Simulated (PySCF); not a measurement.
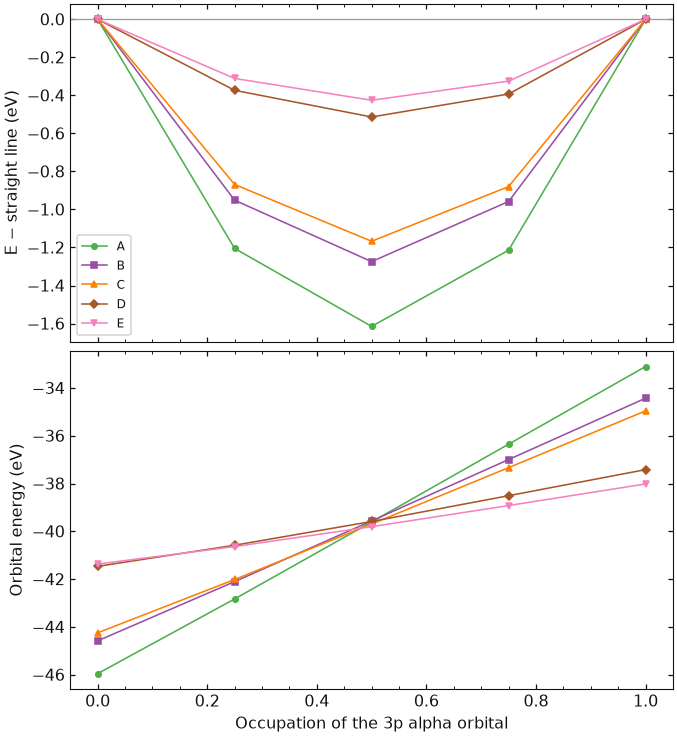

One 3p alpha orbital of Cl²⁺ ([Ne] 3s² 3p³) is emptied in steps. The plot gives the energy less the straight line between the integer ends; the lower panel gives the orbital energy. PySCF, aug-cc-pV(T+d)Z, non-relativistic, unrestricted single determinants, no spin-orbit coupling. The curves are B3LYP, LC-wPBE, PBE, PBE0 and wB97X in some order.

**Which curve is which method, and what does its shape mean?**

A is PBE: convex (delocalisation error), largest departure −1.6 eV, removal energy 39.58 eV, orbital energy from −33.1 eV when full to −46.0 eV when empty; B is B3LYP: convex (delocalisation error), largest departure −1.3 eV, removal energy 39.55 eV, orbital energy from −34.4 eV when full to −44.6 eV when empty; C is PBE0: convex (delocalisation error), largest departure −1.2 eV, removal energy 39.67 eV, orbital energy from −35.0 eV when full to −44.2 eV when empty; D is wB97X: convex (delocalisation error), largest departure −0.51 eV, removal energy 39.53 eV, orbital energy from −37.4 eV when full to −41.5 eV when empty; E is LC-wPBE: convex (delocalisation error), largest departure −0.43 eV, removal energy 39.77 eV, orbital energy from −38.0 eV when full to −41.4 eV when empty. The NIST semi-empirical removal energy is 39.80 eV. The exact energy is a straight line between whole electron numbers.
